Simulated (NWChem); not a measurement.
**AlH2O (SMILES [O][AlH2]) at UPBE0/DGauss-DZVP**

What is the vertical ionisation energy of AlH2O at UPBE0/DGauss-DZVP? 

Program for the calculation: NWChem 7.3.0.

## 1. The system as given

AlH2O has 4 atoms, charge 0, and is taken as a doublet. SMILES: `[O][AlH2]`. The shape is that of a PBE0-D4/def2-TZVP optimisation.

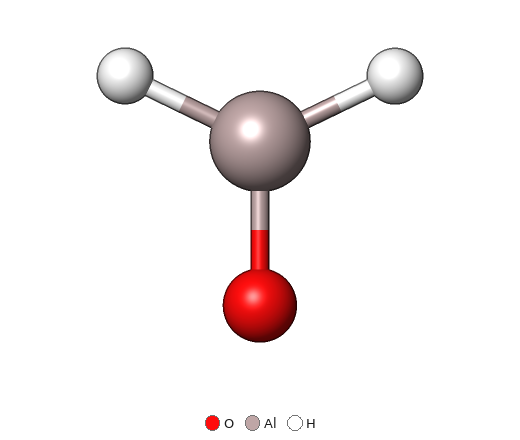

The structure, seen from a chosen angle (oxygen red, aluminium light grey, hydrogen white).

## 2. A single-point energy at UPBE0/DGauss-DZVP

sp.nw reads:

```
start sp
title "AlH2O PBE0"
memory 2200 mb

geometry units angstrom noautosym nocenter noautoz
O      0.062600    -0.856300     1.401400
Al     0.011300     0.029900    -0.080400
H     -1.149600    -0.360800    -1.076000
H      1.131100     1.126800    -0.265300
end

basis spherical bse
* library DGauss-DZVP
end

dft
xc pbe0
mult 2
grid fine
convergence energy 1e-08
iterations 100
mulliken
print low
end

task dft energy
```

Command:

```console
$ nwchem sp.nw > sp.out
```

Log:

```text
[...]
 d= 0,ls=0.0,diis     1   -318.2394920313 -3.62D+02  9.19D-02  3.75D-01     0.4
[...]
 d= 0,ls=0.0,diis    11   -318.5699757484 -4.01D-09  6.34D-07  1.33D-10     3.2
[...]
         Total DFT energy =     -318.569975748444
      One electron energy =     -528.696030238915
           Coulomb energy =      193.993212131543
    Exchange-Corr. energy =      -27.652291784069
 Nuclear repulsion energy =       43.785134142996
[...]
      Total Density - Mulliken Population Analysis
     ---------------------------------------------
    Atom       Charge   Shell Charges
 -----------   ------   -------------------------------------------------------
    1 O    8     8.41   2.00  0.97  0.94  3.27  1.21  0.01
    2 Al  13    12.52   2.00  2.00  0.76  0.23  5.99  1.31  0.03  0.20
    3 H    1     1.04   0.53  0.51
    4 H    1     1.04   0.53  0.51
[...]
      <S2> =      0.7545 (Exact =     0.7500)
[...]
```

Run time: 3.9 s. Hardware: 1 thread of Intel Xeon 6975P-C (Granite Rapids), shared host; peak memory 0.11 GiB.

## 3. The singlet cation, same level

m1.xyz reads:

```xyz
4
AlH2O
O      0.062600    -0.856300     1.401400
Al     0.011300     0.029900    -0.080400
H     -1.149600    -0.360800    -1.076000
H      1.131100     1.126800    -0.265300
```

m1.nw reads:

```
start m1
title "AlH2O"
memory total 2200 mb
charge 1

geometry units angstroms noautosym nocenter noautoz
  load m1.xyz
end

basis spherical bse
  O library DGauss-DZVP
  Al library DGauss-DZVP
  H library DGauss-DZVP
end

dft
  xc pbe0
  grid fine
  convergence energy 1e-08
  maxiter 100
  mulliken
  noprint "final vectors analysis"
end

task dft energy
```

Command:

```console
$ nwchem m1.nw > m1.out
```

Log:

```text
[...]
          Wavefunction type:  closed shell.
          No. of atoms     :     4
          No. of electrons :    22
[...]
          Charge           :     1
          Spin multiplicity:     1
[...]
          AO basis - number of functions:    36
[...]
              XC Information
              --------------
                         PBE0 Method XC Functional
                     Hartree-Fock (Exact) Exchange  0.250
          PerdewBurkeErnzerhof Exchange Functional  0.750
            Perdew 1991 LDA Correlation Functional  1.000 local
           PerdewBurkeErnz. Correlation Functional  1.000 non-local
[...]
 d= 0,ls=0.0,diis     1   -317.2556095015 -3.61D+02  1.67D-01  4.67D+00     0.4
[...]
 d= 0,ls=0.0,diis    13   -318.1092010446 -7.25D-10  1.51D-07  1.29D-10     2.7
         Total DFT energy =     -318.109201044559
      One electron energy =     -521.826868195570
           Coulomb energy =      187.174861377653
    Exchange-Corr. energy =      -27.242328369639
 Nuclear repulsion energy =       43.785134142996
[...]
      Total Density - Mulliken Population Analysis
     ---------------------------------------------
    Atom       Charge   Shell Charges
 -----------   ------   -------------------------------------------------------
    1 O    8     8.10   2.00  1.02  0.92  3.16  0.99  0.01
    2 Al  13    12.31   2.00  2.00  0.86  0.11  5.99  1.25 -0.05  0.15
    3 H    1     0.79   0.46  0.33
    4 H    1     0.79   0.46  0.33
[...]
```

Wall time 3.3 s (1 thread of Intel Xeon 6975P-C (Granite Rapids), shared host); peak memory 0.11 GiB.

## 4. Results

Level: UPBE0/DGauss-DZVP.

| quantity | value |
| --- | --- |
| doublet AlH2O: total energy | -318.56998 Eh |
| doublet AlH2O: ⟨S²⟩ | 0.754 |
| singlet cation: total energy | -318.10920 Eh |
| vertical ionisation energy (to the singlet cation) | 12.538 eV |

What this shows: Removing an electron at fixed nuclei costs 12.54 eV (289 kcal/mol). Only the singlet of the ionised species was computed; a triplet could lie lower. Mulliken charges (doublet AlH2O) run from -0.41 on O1 to +0.48 on Al2; they depend strongly on the basis.
